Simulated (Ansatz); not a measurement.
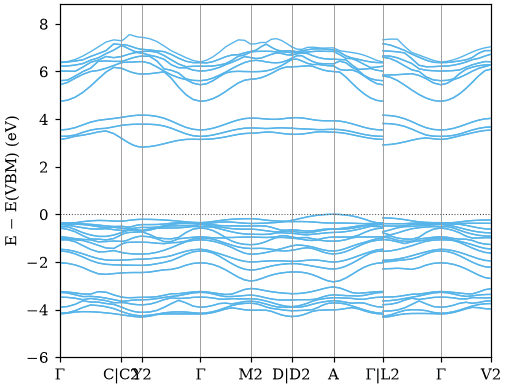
Band structure from DFT-PBEsol with spin–orbit coupling in the program Ansatz with PAW potentials

Problem. Read off the gap and where the band edges lie.

Solution. About 2.8 eV (2.83 eV by a search for the band edges); maximum at A, minimum at Y2.

The material is Ba2SrWO6 in space group C2/m (No. 12; Pearson symbol mS20).

The first step of the workflow began from a Materials Project structure, measured or hypothetical; the Crystallography Open Database copy checked does not list it. Whether it is the stable phase at ambient conditions was not checked. The PBEsol relaxation kept the symmetry of its start; its stability against distortions is not shown here. The run is not spin-polarised. No Hubbard U is applied.

Potentials: the later of the program's two PAW sets.
